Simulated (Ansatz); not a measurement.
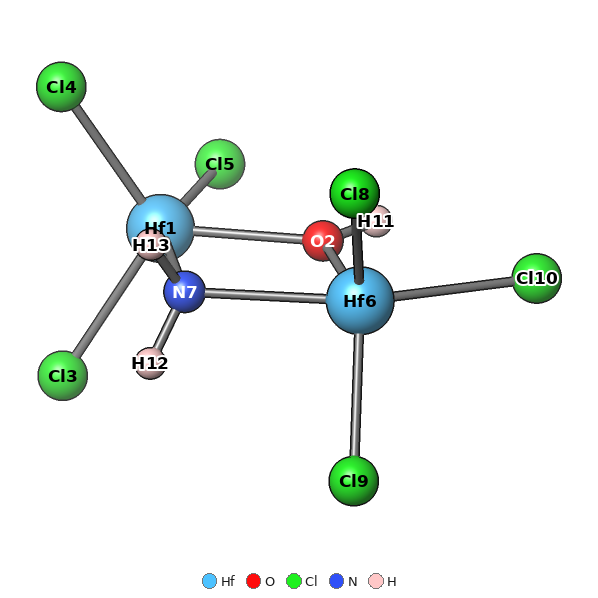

Atoms fade into the background with distance from the viewer. Charge 0, singlet. The geometry was computed by an optimisation with PBE0-D4/def2-TZVP.

Question: How is the 4-membered ring Hf1–O2–Hf6–N7 puckered?

Answer: It is planar. The Cremer–Pople amplitude Q is 0.01 Å.

Question: Give the torsion angles round the ring, beginning with the bond from its second to its third atom.

Answer: −1°, 0°, 0°, 1°.
